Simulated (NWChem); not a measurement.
# BBr2Cl (SMILES ClB(Br)Br): levels of theory compared

We compute a comparison of 4 runs (PBE0/6-31G*, B3LYP/6-31G*, PBE/6-31G*, CCSD(T)/6-31G*) of BBr2Cl. 

The calculation is run with NWChem 7.3.0.

2 further runs of the same task are left out: 2 set aside as unsound or not needed.

## 1. Starting point

BBr2Cl has 4 atoms, charge 0, and is taken as a singlet. As SMILES, `ClB(Br)Br`. Geometry: relaxed at PBE0-D4/def2-TZVP.

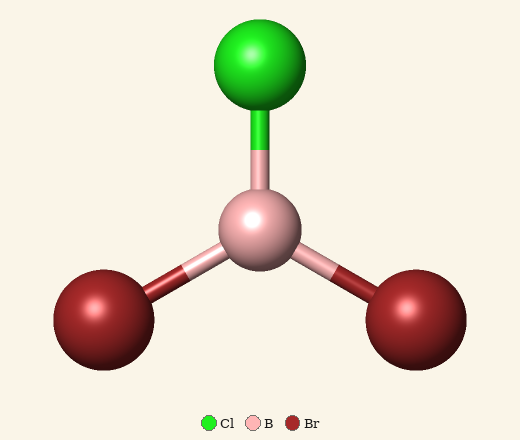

The structure, seen from a chosen angle (chlorine green, boron pink, bromine red).

## 2. Energy and forces at PBE0/6-31G(d) (spherical functions) (run 1)

Contents of mol.nw:

```
start mol
title "BBr2Cl gradient"
memory stack 880 mb heap 220 mb global 1100 mb

geometry units angstrom noautosym nocenter noautoz
 Cl    -0.203300    -1.644940     0.633550
 B     -0.004820    -0.039040     0.015030
 Br     1.283490     1.123730     0.785650
 Br    -1.075360     0.560270    -1.434250
end

basis spherical bse
 * library 6-31G*
end

dft
 xc pbe0
 mult 1
 grid fine
 convergence energy 1e-08
 iterations 100
 mulliken
 print low
end

task dft gradient
```

The run is started by

```console
$ nwchem mol.nw > mol.out
```

The log of the run:

```text
[...]
 d= 0,ls=0.0,diis     1  -5631.9557043028 -6.15D+03  1.59D-02  6.93D-01     4.5
[...]
 d= 0,ls=0.0,diis     8  -5632.0562635976 -2.26D-09  3.18D-06  7.44D-08    26.8
         Total DFT energy =    -5632.056263597560
      One electron energy =    -8870.707023617002
           Coulomb energy =     2932.074202263345
    Exchange-Corr. energy =     -214.240217078041
 Nuclear repulsion energy =      520.816774834138
[...]
      Total Density - Mulliken Population Analysis
     ---------------------------------------------
    Atom       Charge   Shell Charges
 -----------   ------   -------------------------------------------------------
    1 Cl  17    17.02   2.00  2.00  5.97  1.40  3.63  0.54  1.46  0.02
    2 B    5     4.93   2.00  0.58  1.35  0.39  0.53  0.09
    3 Br  35    35.02   2.00  2.00  6.00  2.00  5.99  1.62  3.85  0.33  1.22  6.95  2.92  0.16
    4 Br  35    35.02   2.00  2.00  6.00  2.00  5.99  1.62  3.85  0.33  1.22  6.95  2.92  0.16
[...]
                         DFT ENERGY GRADIENTS
    atom               coordinates                        gradient
                 x          y          z           x          y          z
   1 Cl     -0.384181  -3.108486   1.197236    0.000346   0.002800  -0.001078
   2 B      -0.009108  -0.073775   0.028403   -0.000039  -0.000327   0.000126
   3 Br      2.425444   2.123542   1.484663   -0.001652  -0.001595  -0.000934
   4 Br     -2.032136   1.058757  -2.710339    0.001345  -0.000878   0.001886
 Task  times  cpu:       42.3s     wall:       42.3s
 Total times  cpu:       42.3s     wall:       42.3s
```

Run time: 43 s. Hardware: 1 thread of Intel Xeon Platinum 8375C at 2.90GHz (Ice Lake), shared host; peak memory 0.12 GiB.

## 3. Energy and gradient at B3LYP/6-31G(d) (spherical functions) (run 2)

Contents of run.py:

```python
from ase import Atoms
from ase.calculators.nwchem import NWChem

atoms = Atoms(['Cl', 'B', 'Br', 'Br'], positions=[
    [-0.203300, -1.644940, 0.633550],
    [-0.004820, -0.039040, 0.015030],
    [1.283490, 1.123730, 0.785650],
    [-1.075360, 0.560270, -1.434250],
])

calc = NWChem(
    label='input',
    theory='dft',
    memory='2200 mb',
    basis='6-31G*',
    basispar='spherical bse',
    dft={'xc': 'b3lyp', 'mult': '1', 'grid': 'fine', 'convergence': 'energy 1e-08', 'iterations': '100', 'mulliken': None},
)
atoms.calc = calc

forces = atoms.get_forces()
print(f"energy = {atoms.get_potential_energy():.6f} eV")
print("forces (eV/A):")
for s, f in zip(atoms.symbols, forces):
    print(f"{s:2s} {f[0]:10.5f} {f[1]:10.5f} {f[2]:10.5f}")
print("dipole (e A):", atoms.get_dipole_moment().round(4))
```

The run is started by

```console
$ export ASE_NWCHEM_COMMAND="nwchem PREFIX.nwi > PREFIX.nwo"
$ python run.py
```

The log of the run:

```text
energy = -153279.002845 eV
forces (eV/A):
Cl   -0.05245   -0.42439    0.16347
B    -0.00036   -0.00242    0.00093
Br    0.30910    0.28097    0.18383
Br   -0.25629    0.14588   -0.34823
dipole (e A): [ 0.0007  0.0053 -0.0021]
```

The calculator wrote input.nwi:

```
title "input"

permanent_dir input

scratch_dir input

start input

geometry units angstrom nocenter noautosym noautoz
  Cl -2.0330000000000001e-01 -1.6449400000000001e+00 6.3354999999999995e-01
  B  -4.8199999999999996e-03 -3.9039999999999998e-02 1.5030000000000000e-02
  Br 1.2834900000000000e+00 1.1237299999999999e+00 7.8564999999999996e-01
  Br -1.0753600000000001e+00 5.6027000000000005e-01 -1.4342500000000000e+00
end

memory 2200 mb

basis spherical bse noprint
   * library 6-31G*
end

dft
  xc b3lyp
  mult 1
  grid fine
  convergence energy 1e-08
  iterations 100
  mulliken
end

task dft gradient
```

input.nwo:

```text
Northwest Computational Chemistry Package (NWChem) 7.3.0
             --------------------------------------------------------

           Job information
           ---------------

    nwchem branch   = 7.3.0
    use scalapack   = T
    input           = input.nwi
    prefix          = input.
    data base       = input/input.db
    status          = startup
    nproc           =        1

           Memory information
           ------------------

    heap     =     72089598 doubles =      550.0 Mbytes
    stack    =     72089595 doubles =      550.0 Mbytes
    global   =    144179200 doubles =     1100.0 Mbytes (distinct from heap & stack)
    total    =    288358393 doubles =     2200.0 Mbytes
    verify   = yes
    hardfail = no

[... 92 lines left out ...]
  convergence criterion.
[... 40 lines left out ...]
          Spatial weights used:  Erf1
[... 71 lines left out ...]
         Total DFT energy =    -5632.899504194598
[... 3 lines left out ...]
 Nuclear repulsion energy =      520.816774834137
[... 747 lines left out ...]
          Convergence on gradient requested:  5.00D-04
[... 27 lines left out ...]
          total energy or number of iterations.
[... 26 lines left out ...]
                         DFT ENERGY GRADIENTS

    atom               coordinates                        gradient
                 x          y          z           x          y          z
   1 Cl     -0.384181  -3.108486   1.197236    0.001020   0.008253  -0.003179
   2 B      -0.009108  -0.073775   0.028403    0.000007   0.000047  -0.000018
   3 Br      2.425444   2.123542   1.484663   -0.006011  -0.005464  -0.003575
   4 Br     -2.032136   1.058757  -2.710339    0.004984  -0.002837   0.006772

                 ----------------------------------------
                 |  Time  |  1-e(secs)   |  2-e(secs)   |
                 ----------------------------------------
                 |  CPU   |       0.01   |      12.59   |
                 ----------------------------------------
                 |  WALL  |       0.01   |      12.59   |
                 ----------------------------------------

 Task  times  cpu:       38.2s     wall:       38.2s
 Total times  cpu:       38.2s     wall:       38.2s
```

Wall time 40 s (1 thread of Intel Xeon Platinum 8375C at 2.90GHz (Ice Lake), shared host); peak memory 0.12 GiB.

## 4. Energy and gradient at PBE/6-31G(d) (spherical functions) (run 3)

Contents of mol.xyz:

```xyz
4
BBr2Cl PBE
Cl    -0.203300    -1.644940     0.633550
B     -0.004820    -0.039040     0.015030
Br     1.283490     1.123730     0.785650
Br    -1.075360     0.560270    -1.434250
```

Contents of run.py:

```python
from ase.io import read
from ase.calculators.nwchem import NWChem

atoms = read('mol.xyz')

calc = NWChem(
    label='mol',
    theory='dft',
    memory='2200 mb',
    basis='6-31G*',
    basispar='spherical bse',
    dft={'xc': 'xpbe96 cpbe96', 'mult': '1', 'grid': 'fine', 'convergence': 'energy 1e-08', 'iterations': '100', 'mulliken': None},
)
atoms.calc = calc

forces = atoms.get_forces()
e = atoms.get_potential_energy()
print(f"E = {e:.6f} eV")
print("forces (eV/A):")
for s, f in zip(atoms.symbols, forces):
    print(f"{s:2s} {f[0]:10.5f} {f[1]:10.5f} {f[2]:10.5f}")
print("dipole (e A):", atoms.get_dipole_moment().round(4))
```

The run is started by

```console
$ export ASE_NWCHEM_COMMAND="nwchem PREFIX.nwi > PREFIX.nwo"
$ python run.py
```

The log of the run:

```text
E = -153250.059257 eV
forces (eV/A):
Cl   -0.05852   -0.47329    0.18229
B     0.00530    0.04314   -0.01661
Br    0.30226    0.28092    0.17653
Br   -0.24904    0.14923   -0.34221
dipole (e A): [ 0.0008  0.0062 -0.0024]
```

The calculator wrote mol.nwi:

```
title "mol"

permanent_dir mol

scratch_dir mol

start mol

geometry units angstrom nocenter noautosym noautoz
  Cl -2.0330000000000001e-01 -1.6449400000000001e+00 6.3354999999999995e-01
  B  -4.8199999999999996e-03 -3.9039999999999998e-02 1.5030000000000000e-02
  Br 1.2834900000000000e+00 1.1237299999999999e+00 7.8564999999999996e-01
  Br -1.0753600000000001e+00 5.6027000000000005e-01 -1.4342500000000000e+00
end

memory 2200 mb

basis spherical bse noprint
   * library 6-31G*
end

dft
  xc xpbe96 cpbe96
  mult 1
  grid fine
  convergence energy 1e-08
  iterations 100
  mulliken
end

task dft gradient
```

mol.nwo:

```text
Northwest Computational Chemistry Package (NWChem) 7.3.0
             --------------------------------------------------------

           Job information
           ---------------

    nwchem branch   = 7.3.0
    use scalapack   = T
    input           = mol.nwi
    prefix          = mol.
    data base       = mol/mol.db
    status          = startup
    nproc           =        1

           Memory information
           ------------------

    heap     =     72089598 doubles =      550.0 Mbytes
    stack    =     72089595 doubles =      550.0 Mbytes
    global   =    144179200 doubles =     1100.0 Mbytes (distinct from heap & stack)
    total    =    288358393 doubles =     2200.0 Mbytes
    verify   = yes
    hardfail = no

[... 94 lines left out ...]
  convergence criterion.
[... 37 lines left out ...]
          Spatial weights used:  Erf1
[... 73 lines left out ...]
         Total DFT energy =    -5631.835846954460
[... 3 lines left out ...]
 Nuclear repulsion energy =      520.816774834137
[... 747 lines left out ...]
          Convergence on gradient requested:  5.00D-04
[... 24 lines left out ...]
          total energy or number of iterations.
[... 26 lines left out ...]
                         DFT ENERGY GRADIENTS

    atom               coordinates                        gradient
                 x          y          z           x          y          z
   1 Cl     -0.384181  -3.108486   1.197236    0.001138   0.009204  -0.003545
   2 B      -0.009108  -0.073775   0.028403   -0.000103  -0.000839   0.000323
   3 Br      2.425444   2.123542   1.484663   -0.005878  -0.005463  -0.003433
   4 Br     -2.032136   1.058757  -2.710339    0.004843  -0.002902   0.006655

                 ----------------------------------------
                 |  Time  |  1-e(secs)   |  2-e(secs)   |
                 ----------------------------------------
                 |  CPU   |       0.01   |      14.57   |
                 ----------------------------------------
                 |  WALL  |       0.01   |      14.57   |
                 ----------------------------------------

 Task  times  cpu:       52.6s     wall:       52.6s
 Total times  cpu:       52.7s     wall:       52.7s
```

It took 54 s on 1 thread of Intel Xeon Platinum 8375C at 2.90GHz (Ice Lake), shared host; peak memory 0.12 GiB.

## 5. A single-point energy at CCSD(T)/6-31G(d) (spherical functions) (run 4)

Contents of nw.nw:

```
start nw
memory 2200 mb
geometry units angstroms noautosym nocenter noautoz
  Cl    -0.203300    -1.644940     0.633550
  B     -0.004820    -0.039040     0.015030
  Br     1.283490     1.123730     0.785650
  Br    -1.075360     0.560270    -1.434250
end
basis spherical bse
  * library 6-31G*
end
scf
  thresh 1e-08
  maxiter 80
end
ccsd
  freeze core 24
  maxiter 60
end
task ccsd(t)
```

The run is started by

```console
$ nwchem nw.nw > nw.out
```

The log of the run:

```text
[...]
  functions       =    96
[...]
  wavefunction    = RHF
[...]
         Total SCF energy =  -5628.477424090232
      One-electron energy =  -8870.665605681925
      Two-electron energy =   2721.371406757556
 Nuclear repulsion energy =    520.816774834138
        Time for solution =     44.5s
[...]
 Total MP2 energy:          -5629.189314210412704
[...]
             energy      energy      error      ampl     ampl      Block
                                                time     time      time
[...]
 Total CCSD energy:          -5629.199739250207131
[...]
 Total CCSD+T(CCSD) energy:          -5629.218187819151353
[...]
 Total CCSD(T) energy:               -5629.216974489698259
[...]
```

It took 6.6 min on 1 thread of Intel Xeon Platinum 8375C at 2.90GHz (Ice Lake), shared host; peak memory 0.39 GiB.

## 6. The series

```tsv
run	level	task	integration grid	energy (Eh)	largest force (eV/Å)	wall time
1	PBE0/6-31G* (spherical functions)	gradient	fine	-5632.056264	0.155	43 s
2	B3LYP/6-31G* (spherical functions)	gradient	fine	-5632.899504	0.458	40 s
3	PBE/6-31G* (spherical functions)	gradient	fine	-5631.835847	0.511	54 s
4	CCSD(T)/6-31G* (spherical functions)	energy	–	-5629.216974	–	6.6 min
```

## 7. Summary of results

| quantity | value |
| --- | --- |
| run 4: total energy | -5629.21697 Eh |
| run 4: HOMO energy (Hartree–Fock orbitals) | -11.46 eV |
| run 4: LUMO energy (Hartree–Fock orbitals) | 1.70 eV |
| run 4: HOMO–LUMO gap (Hartree–Fock orbitals) | 13.16 eV |
| run 4: correlation energy (24 core orbitals frozen) | -739.6 mEh |
| run 4: (T) correction | -17.24 mEh |

**Reading.** Totals of different functionals can't be ranked against each other. All runs together took 8.9 min, the longest 6.6 min.
